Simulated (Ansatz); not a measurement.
# C2H8BBrGaN: ionisation energy by level of theory

Aim: the vertical ionisation energy of C2H8BBrGaN, as cation minus neutral at the neutral's geometry, on several levels, and how well −ε(HOMO) stands in for it.

The runs use Ansatz 0.2.0, Gaussian basis; unrestricted cation, the program's frozen cores in correlated methods.

Levels to be run: UKS PBE-D4/def2-TZVPP; UKS r2SCAN-D4/def2-TZVPP; UKS PBE0-D4/def2-TZVPP; UKS B3LYP-D4/def2-TZVPP; UKS wB97X-V/def2-TZVPP; UKS wB97M-V/def2-TZVPP; UKS B2PLYP/def2-TZVPP; UHF-CCSD(T)/def2-TZVPP; UHF-MP2/def2-QZVPP; extrapolation to the limit; then −ε(HOMO) from the neutral's earlier runs with LDA (SPW92), PBE-D4, revPBE-D4, BLYP-D4, r2SCAN-D4, B97M-V, PBE0-D4, B3LYP-D4, r2SCANh-D4, r2SCAN0-D4, HSE06-D4, BHLYP-D4, CAM-B3LYP-D4, LC-ωPBE, ωB97X-V, ωB97M-V.

## 1. The relaxed structure

An earlier PBE0-D4 in a triple-zeta def2 set relaxation fixed the geometry.

SMILES `C[N](C)[GaH][BH]Br`, 14 atoms, charge 0, spin multiplicity 1.

Atoms are counted from 1 here; the program's logs count them from 0.

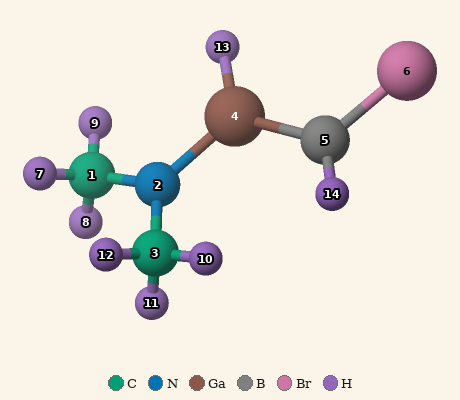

The geometry (carbon teal, nitrogen blue, gallium brown, boron grey, bromine pink, hydrogen purple); atoms are numbered from 1 in the order of the file.

Coordinates:

```xyz
14

C     0.46924   -0.81135    1.77374
N     0.19604   -0.32155    0.44746
C     0.79818   -1.13471   -0.57685
Ga   -0.80725    1.17205    0.11705
B    -1.08393    1.72464   -1.88143
Br   -2.10829    3.27831   -2.29197
H     1.54967   -0.83814    1.97822
H     0.09126   -1.83522    1.91048
H    -0.00133   -0.17408    2.52453
H     0.57499   -0.73961   -1.56942
H     0.43238   -2.17114   -0.53496
H     1.89177   -1.17633   -0.46708
H    -1.34341    1.86465    1.41618
H    -0.65933    1.16245   -2.84592
```

## 2. Cation, UKS PBE-D4/def2-TZVPP

in.yaml

```yaml
crystal:
  periodic: [false, false, false]
  atoms:
    - {symbol: C, position_ang: [0.469235, -0.811348, 1.773739]}
    - {symbol: N, position_ang: [0.196038, -0.321550, 0.447458]}
    - {symbol: C, position_ang: [0.798181, -1.134711, -0.576853]}
    - {symbol: Ga, position_ang: [-0.807248, 1.172050, 0.117049]}
    - {symbol: B, position_ang: [-1.083934, 1.724641, -1.881434]}
    - {symbol: Br, position_ang: [-2.108292, 3.278313, -2.291967]}
    - {symbol: H, position_ang: [1.549665, -0.838144, 1.978217]}
    - {symbol: H, position_ang: [0.091256, -1.835217, 1.910476]}
    - {symbol: H, position_ang: [-0.001325, -0.174079, 2.524528]}
    - {symbol: H, position_ang: [0.574991, -0.739611, -1.569416]}
    - {symbol: H, position_ang: [0.432382, -2.171144, -0.534963]}
    - {symbol: H, position_ang: [1.891774, -1.176327, -0.467082]}
    - {symbol: H, position_ang: [-1.343407, 1.864655, 1.416177]}
    - {symbol: H, position_ang: [-0.659328, 1.162452, -2.845919]}
basis:
  gaussian: {orbitals: def2-TZVPP}
total_charge: 1
magnetization: {spin_polarized: true, initial_magnetization: 1}
hamiltonian: {xc: pbe, dispersion: d4}
```

Launch:

```
> ansatz run in.yaml --threads 2 --pin off --events-out ev --progress --plain --max-ram 32768MiB --backend cuda --devices 0, --max-vram 18GiB
```

After this run come: Cation, UKS r2SCAN-D4/def2-TZVPP; Cation, UKS PBE0-D4/def2-TZVPP; Cation, UKS B3LYP-D4/def2-TZVPP; Cation, UKS wB97X-V/def2-TZVPP; Cation, UKS wB97M-V/def2-TZVPP; Cation, UKS B2PLYP (frozen core)/def2-TZVPP; Cation, UHF-CCSD(T)/def2-TZVPP; Cation, UHF-MP2/def2-QZVPP.

Q: Predict the results of all the runs planned. Wanted: ionisation energy, CCSD(T)/CBS; nearest functional by difference; nearest −ε(HOMO); −ε(HOMO) of PBE; T1 of the cation.

The runs gave:

| quantity | value |
| --- | --- |
| ionisation energy, CCSD(T)/CBS | 8.39 eV |
| nearest functional by difference | B3LYP-D4 (-0.18 eV) |
| nearest −ε(HOMO) | ωB97M-V (+0.25 eV) |
| −ε(HOMO) of PBE | 5.37 eV |
| T1 of the cation | 0.016 |

**Reading.** Energy differences with functionals land within 0.35 eV of the reference. −ε(HOMO) of PBE misses by 3.0 eV, since self-interaction lifts the level. Among orbital estimates ωB97M-V comes nearest. Hartree-Fock falls 1.55 eV short, as the neutral has more correlation energy than the cation. The cation may have settled in a state other than its lowest; no search over hole states beyond the program's own was made. Correlated methods include outer-core shells of Br, Ga, which these sets cover unevenly. With outer-core shells in play the reference is unsure by up to some tenths of an eV, so close misses can't be ranked.
